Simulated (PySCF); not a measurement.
# CH2F2 (difluoromethane) at NEVPT2(6,6)/6-31G(d) (spherical functions)

What is the vertical ionisation energy of CH2F2 (difluoromethane) at NEVPT2(6,6)/6-31G* (spherical functions)? 

The calculation is run with PySCF 2.14.0.

### Step 1. The system as given

CH2F2: 5 atoms, total charge 0, spin state singlet. SMILES: `FCF`. The shape is that of a PBE0-D4/def2-TZVP optimisation.

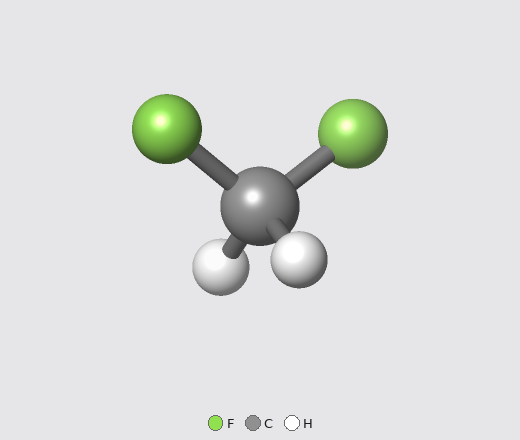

Viewed from a chosen angle; fluorine green, carbon grey, hydrogen white.

### Step 2. A single-point energy at NEVPT2(6,6)/6-31G(d) (spherical functions)

The input, input.py:

```python
# FCF
import numpy
from pyscf import gto, scf, mp, mcscf, mrpt

mol = gto.Mole()
mol.atom = '''
F     -2.028243     0.361316     1.319596
C      0.019086    -0.031936    -0.155524
F      2.060746    -0.338639     1.347753
H     -0.269664    -1.762926    -1.246274
H      0.312372     1.633101    -1.343784
'''
mol.unit = 'bohr'
mol.charge = 0
mol.basis = '6-31g*'
mol.max_memory = 1860
mol.verbose = 3
mol.spin = 0
mol.build()

mf = scf.RHF(mol)
mf.conv_tol = 1e-10
mf.kernel()
if not mf.converged:
    mf = mf.newton().run(mf.mo_coeff, mf.mo_occ)

pt = mp.MP2(scf.addons.convert_to_uhf(mf)).run()
noons, natorbs = mcscf.addons.make_natural_orbitals(pt)
print('natural occupations', numpy.round(noons[:40], 4))
cas = mcscf.CASSCF(mf, 6, 6)
cas.fix_spin_(ss=0.0)
cas.natorb = True
cas.kernel(natorbs)
e_pt2 = mrpt.NEVPT(cas).kernel()
energy = cas.e_tot + e_pt2
print('E = %.10f Eh' % energy)
```

Started as:

```
$ OMP_NUM_THREADS=1 python input.py
```

The program printed:

```text
converged SCF energy = -237.893113777569
E(UMP2) = -238.363289797948  E_corr = -0.470176020378558
E(SCS-UMP2) = -238.34761870718  E_corr = -0.454504929611023
natural occupations [1.9999e+00 1.9999e+00 1.9998e+00 1.9911e+00 1.9903e+00 1.9815e+00
 1.9790e+00 1.9766e+00 1.9765e+00 1.9745e+00 1.9744e+00 1.9656e+00
 1.9628e+00 3.3200e-02 2.9200e-02 2.0400e-02 1.7800e-02 1.5200e-02
 1.2800e-02 1.2000e-02 1.1800e-02 8.5000e-03 8.3000e-03 5.0000e-03
 4.9000e-03 4.7000e-03 4.7000e-03 4.6000e-03 4.1000e-03 3.8000e-03
 3.7000e-03 3.6000e-03 3.5000e-03 3.4000e-03 2.1000e-03 2.1000e-03
 1.5000e-03 1.4000e-03 1.3000e-03 1.1000e-03]
CASSCF energy = -237.970152116329
CASCI E = -237.970152116329  E(CI) = -12.7420081075363  S^2 = 0.0000000
Sr    (-1)',   E = -0.00543306848428
Si    (+1)',   E = -0.00217642686186
Sijrs (0)  ,   E = -0.16363018012078
Sijr  (+1) ,   E = -0.01459705225751
Srsi  (-1) ,   E = -0.06727332981932
Srs   (-2) ,   E = -0.02233030857549
Sij   (+2) ,   E = -0.00232033038068
Sir   (0)' ,   E = -0.10392949193810
Nevpt2 Energy = -0.381690188438026
E = -238.3518423048 Eh
```

Run time: 15 s. Hardware: 1 thread of Arm Neoverse V1, shared host; peak memory 0.14 GiB.

### Step 3. The doublet cation at the same level

The input, job.py:

```python
import numpy
from pyscf import gto, scf, mp, mcscf, mrpt

mol = gto.M(
    atom=[
    ('F', (-1.073300, 0.191200, 0.698300)),
    ('C', (0.010100, -0.016900, -0.082300)),
    ('F', (1.090500, -0.179200, 0.713200)),
    ('H', (-0.142700, -0.932900, -0.659500)),
    ('H', (0.165300, 0.864200, -0.711100)),
],
    basis='6-31g*',
    charge=1,
    spin=1,
    max_memory=1860,
    verbose=3,
)

myscf = scf.ROHF(mol)
myscf.conv_tol = 1e-10
myscf.kernel()
if not myscf.converged:
    myscf = myscf.newton().run(myscf.mo_coeff, myscf.mo_occ)

pt = mp.MP2(scf.addons.convert_to_uhf(myscf)).run()
noons, natorbs = mcscf.addons.make_natural_orbitals(pt)
print('natural occupations', numpy.round(noons[:40], 4))
cas = mcscf.CASSCF(myscf, 6, 5)
cas.fix_spin_(ss=0.75)
cas.natorb = True
cas.kernel(natorbs)
e_pt2 = mrpt.NEVPT(cas).kernel()
e_final = cas.e_tot + e_pt2
print('Final energy', e_final)
```

Started as:

```
$ OMP_NUM_THREADS=1 python job.py
```

The program printed:

```text
converged SCF energy = -237.392479195073
E(UMP2) = -237.893820461757  E_corr = -0.501341266683958
E(SCS-UMP2) = -237.871236164867  E_corr = -0.478756969793881
natural occupations [1.9999e+00 1.9999e+00 1.9998e+00 1.9905e+00 1.9896e+00 1.9796e+00
 1.9747e+00 1.9718e+00 1.9662e+00 1.9575e+00 1.9552e+00 1.9535e+00
 1.0236e+00 4.3000e-02 3.8600e-02 1.9200e-02 1.9100e-02 1.4500e-02
 1.3500e-02 1.0700e-02 8.4000e-03 8.3000e-03 8.2000e-03 4.6000e-03
 4.6000e-03 4.5000e-03 4.4000e-03 4.2000e-03 3.9000e-03 3.6000e-03
 3.5000e-03 3.4000e-03 3.2000e-03 3.1000e-03 2.2000e-03 1.7000e-03
 1.3000e-03 1.2000e-03 1.2000e-03 1.1000e-03]
CASSCF energy = -237.469692214599
CASCI E = -237.469692214599  E(CI) = -10.9398173603643  S^2 = 0.7500000
Sr    (-1)',   E = -0.00578384503091
Si    (+1)',   E = -0.00342686116763
Sijrs (0)  ,   E = -0.21057834702974
Sijr  (+1) ,   E = -0.03136764842713
Srsi  (-1) ,   E = -0.05917183901607
Srs   (-2) ,   E = -0.01838594232236
Sij   (+2) ,   E = -0.00321720627408
Sir   (0)' ,   E = -0.06955539986433
Nevpt2 Energy = -0.401487089132241
Final energy -237.87117930373128
```

Run time: 9.3 s. Hardware: 1 thread of Arm Neoverse V1, shared host; peak memory 0.13 GiB.

### Step 4. Results

At NEVPT2(6,6)/6-31G* (spherical functions):

| quantity | value |
| --- | --- |
| singlet CH2F2: total energy | -238.35184 Eh |
| singlet CH2F2: dipole moment (Hartree–Fock density) | 2.10 D |
| singlet CH2F2: HOMO energy (Hartree–Fock orbitals) | -14.33 eV |
| singlet CH2F2: LUMO energy (Hartree–Fock orbitals) | 6.79 eV |
| singlet CH2F2: HOMO–LUMO gap (Hartree–Fock orbitals) | 21.13 eV |
| doublet cation: total energy | -237.87118 Eh |
| vertical ionisation energy (to the doublet cation) | 13.080 eV |

**Reading.** The vertical ionisation energy comes to 13.08 eV (1262 kJ/mol).
